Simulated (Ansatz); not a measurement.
```yaml
atoms:
  - { symbol: B, position_ang: [-0.7570, 0.7734, -0.7992] }
  - { symbol: B, position_ang: [1.7378, 0.1262, 0.0854] }
  - { symbol: Cl, position_ang: [-2.2202, 0.1688, -0.0211] }
  - { symbol: Cl, position_ang: [0.4797, 1.6014, 0.5158] }
  - { symbol: Cl, position_ang: [3.2026, 0.7294, -0.6909] }
  - { symbol: Cl, position_ang: [0.5019, -0.7006, -1.2312] }
  - { symbol: F, position_ang: [-0.8613, 1.5694, -1.8495] }
  - { symbol: F, position_ang: [1.8399, -0.6699, 1.1358] }
```

Geometry: PBE0-D4/def2-SVP.

Theory: isolated molecule in a Gaussian basis; Kohn-Sham density functional theory, functional PBE0 (Ansatz 0.2.0).

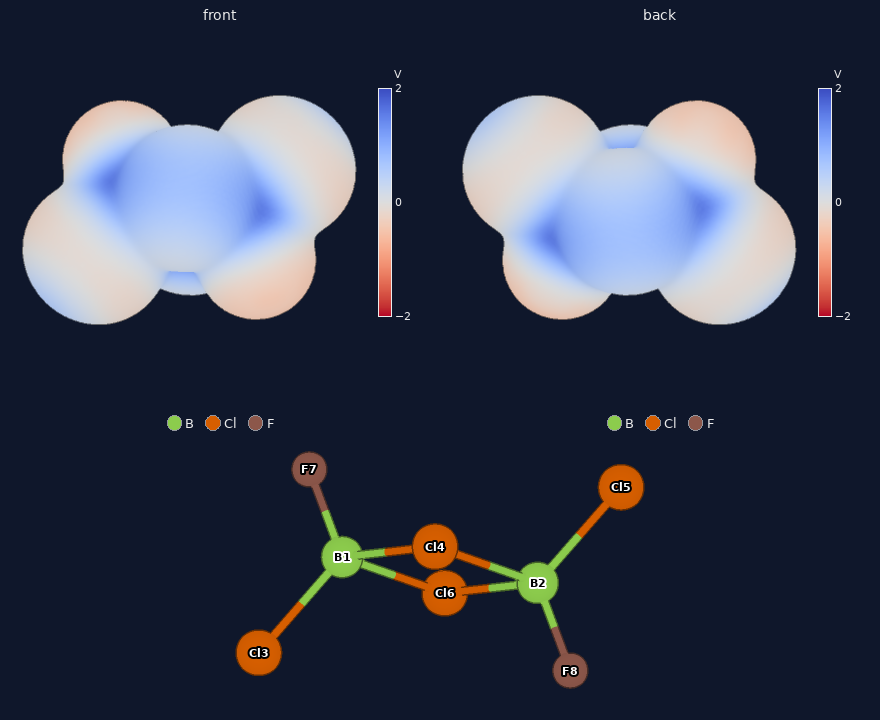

B₂Cl₄F₂. The electrostatic potential painted on the density surface at 0.002 e/bohr³, seen from the front and from behind; the colour scale runs from red (negative) to blue (positive). The bare structure is drawn below in the same view.

**Which sites attract a positive test charge, and which a negative one?**

A positive charge is drawn to the negative regions and a negative charge to the positive ones. The most negative region (about −0.4 V, or −9 kcal/mol for a unit charge) lies over F7 and F8, the most positive (about +1.5 V, or +35 kcal/mol for a unit charge) over B1 and B2. Cl3 shows a σ-hole: about +0.5 V, or +12 kcal/mol for a unit charge at the tip opposite its bond, against about −0.1 V on its flanks. Cl5 shows a σ-hole: about +0.5 V, or +12 kcal/mol for a unit charge at the tip opposite its bond, against about −0.1 V on its flanks.

**What dipole moment does the calculation give?**

Its dipole moment is zero.
